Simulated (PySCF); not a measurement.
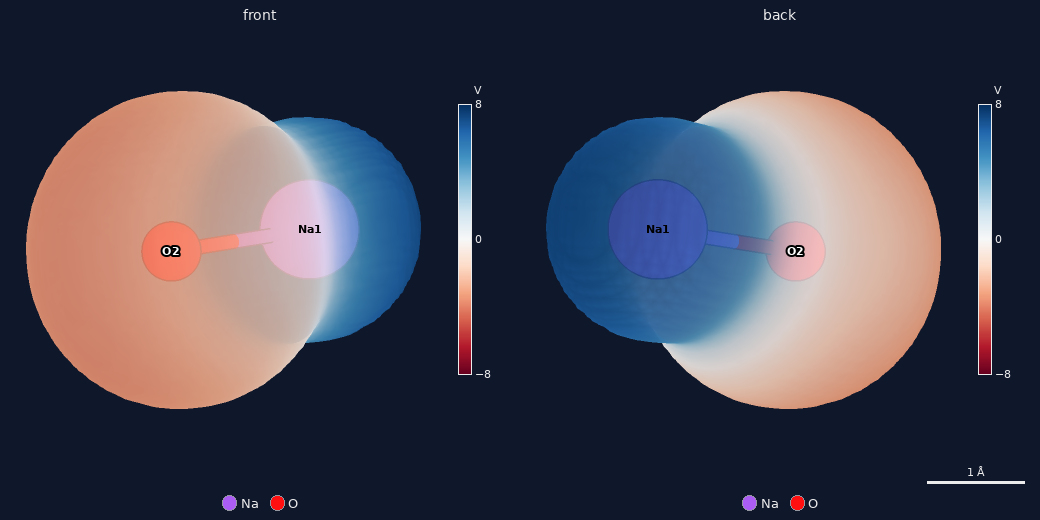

Figure 1: NaO (doublet). The electrostatic potential painted on the density surface at 0.004 e/bohr³, seen from the front and from behind; red is negative and blue positive.

Theory: PBE0/aug-cc-pVDZ(-PP), non-relativistic Hamiltonian with scalar-relativistic core potentials where named, at a bond length of 2.065 Å (PySCF 2.14.0).

```xyz
2

Na    0.0000    0.0000   -0.8472
O     0.0000    0.0000    1.2178
```

**Where is the surface potential most negative and most positive?**

The most negative region (about −3.8 V, or −88 kcal/mol for a unit charge) lies over O2, the most positive (about +7.4 V, or +171 kcal/mol for a unit charge) over Na1. O2 is the likeliest acceptor of a hydrogen bond.
